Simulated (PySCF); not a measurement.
## Electronic structure of C5H10N2OSi in real space

```xyz
19

C    -2.0539    1.0319   -0.8149
C    -0.9597    0.6393    0.1217
O    -0.4598    1.3956    0.9574
N    -0.4359   -0.5882    0.0992
C    -0.8357   -1.6279   -0.8085
Si    0.9035   -0.5292    1.2622
C     2.2742    0.6396    0.5953
C     2.0680    0.8215   -0.8038
N     1.8512    0.9313   -1.9230
H    -2.9062    0.3640   -0.7049
H    -1.6887    0.9586   -1.8381
H    -2.3583    2.0545   -0.6114
H    -0.6202   -1.3434   -1.8414
H    -1.9036   -1.8376   -0.7142
H    -0.2779   -2.5293   -0.5689
H     0.5019   -0.2904    2.6367
H     1.4100   -1.9069    1.1136
H     3.2629    0.2158    0.7654
H     2.2182    1.6102    1.0853
```

Geometry: GFN2-xTB.

Level of theory: PBE0/pcSseg-1, SCF density, gas phase, non-relativistic (PySCF 2.14.0).

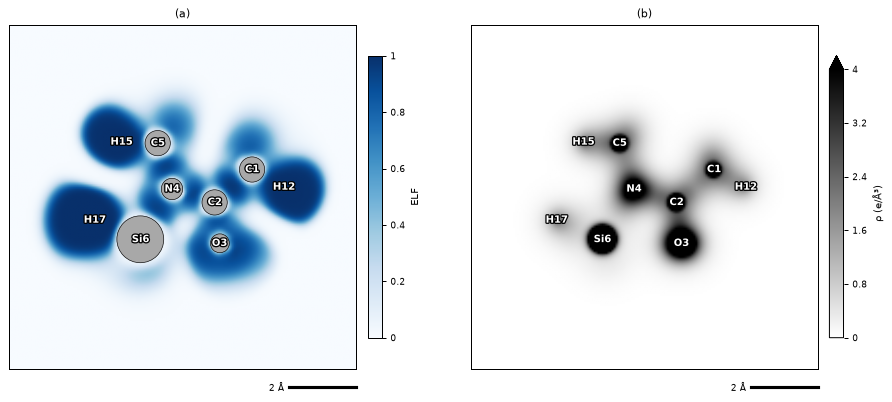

Figure 1. (a) ELF; (b) total electron density on the plane of atoms N4, Si6 and H17. Grey discs cover the atomic cores in the ELF map.

> What do the fields say about this system?

- Atoms in the plane: C, O, N, Si and H.
- C–O (1.23 Å): ρ is about 3.1 e/Å³ halfway; the ELF peaks at about 0.85 between the atoms (a polar covalent bond).
- Si–N (1.77 Å): ρ is about 1 e/Å³ halfway; the ELF peaks at about 0.90 between the atoms; a polar covalent bond.
- C–H (1.09 Å): ρ at the midpoint is about 2 e/Å³; the ELF climbs to about 1 towards the hydrogen, as it does in any bond to H; an ordinary covalent bond to hydrogen.
- C–C (1.49 Å): ρ at the midpoint is about 1.8 e/Å³; the ELF peaks at about 0.95 between the atoms: a shared electron pair.
- The ELF also peaks beside O3, away from the bonds: lone-pair regions.

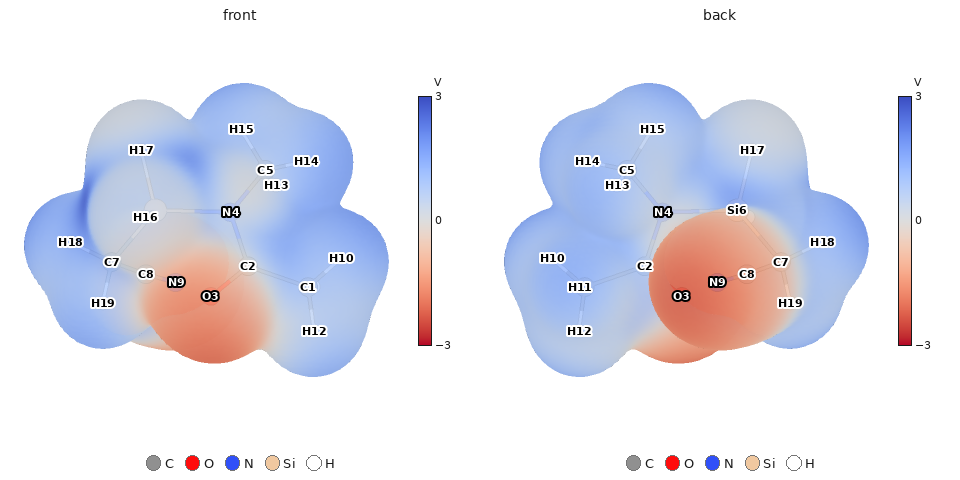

Figure 2. The molecular electrostatic potential painted on the density surface at 0.004 e/bohr³, seen from the front and from behind; red is negative and blue positive.

> Describe the electrostatic potential map.

The most negative region (about −2.1 V) lies over N9, the most positive (about +2.2 V) over Si6. N9 is the likeliest acceptor of a hydrogen bond.
